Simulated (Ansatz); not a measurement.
# Ligand exchange: how K changes with temperature for AuCl + GeH3(SH) ⇌ AuSH + GeH3Cl

Gas-phase species: AuCl (gold monochloride), singlet; GeH3(SH), singlet; AuSH `[SH][Au]`, singlet; GeH3Cl (chlorogermane) `[Cl][GeH3]`, singlet. The partners trade Cl for SH: Au–Cl and Ge–SH bonds give way to Au–SH and Ge–Cl.

The electronic reaction energy at CCSD(T)/def2-TZVPP is -50.2 kJ/mol. Shapes: PBE0-D4/def2-TZVP. Programs: Ansatz 0.2.0. Enthalpy and entropy come from rigid-rotor, harmonic-oscillator sums on unscaled PBE0-D4/def2-TZVP wavenumbers, ideal gases at 1 bar. Symmetry numbers: AuCl 1, GeH3(SH) 1, AuSH 1, GeH3Cl 3. R = 8.3145 J/(mol K).

| T (K) | ΔH (kJ/mol) | ΔS (J/(mol K)) |
| --- | --- | --- |
| 400 | -51.6 | -1.9 |
| 600 | -52.5 | -3.7 |
| 800 | ? | ? |

Question: Work out ln K at 400 and 600 K, and from these estimate it at 800 K.

Answer: 
1. 400 K: ΔG = -51.6 − 400 × (-1.9)/1000 = -50.8 kJ/mol; ln K = −ΔG/RT = +15.27.
2. 600 K: ΔG = -52.5 − 600 × (-3.7)/1000 = -50.3 kJ/mol; ln K = −ΔG/RT = +10.08.
3. Slope against 1000/T: (+10.08 − (+15.27))/(1.6667 − 2.5000) = +6.23, that is −ΔH/R with ΔH near -52 kJ/mol.
4. 800 K: ln K = +15.27 + (+6.23) × (1.2500 − 2.5000) = +7.48.

The full sums give ΔH = -53.3 kJ/mol, ΔS = -5.0 J/(mol K), ΔG = -49.3 kJ/mol and ln K = +7.41 at 800 K, so the line is off by +0.07 in ln K; without rounding the miss is +0.04, from the change of ΔH with temperature. The products are favoured over this whole range. An error of 10 kJ/mol in the energy moves ln K by 1.5 at 800 K. Soft modes are treated as harmonic, which can err either way at these temperatures; the lowest are those of GeH3(SH) (158 cm⁻¹). Other reactions of these species are left aside. For atoms past krypton def2 sets carry core potentials with scalar relativity. Relativity is left out for Ge. Outer-core shells of Au, Ge are correlated, in sets that cover them unevenly.

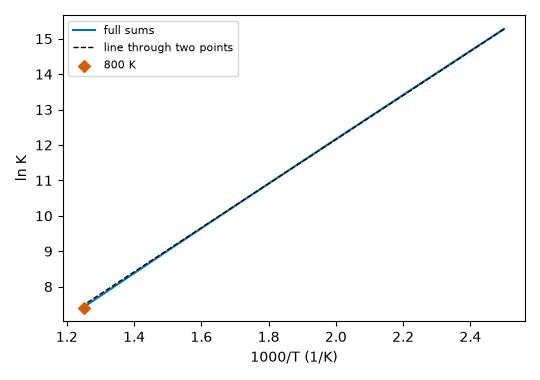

The van 't Hoff plot.
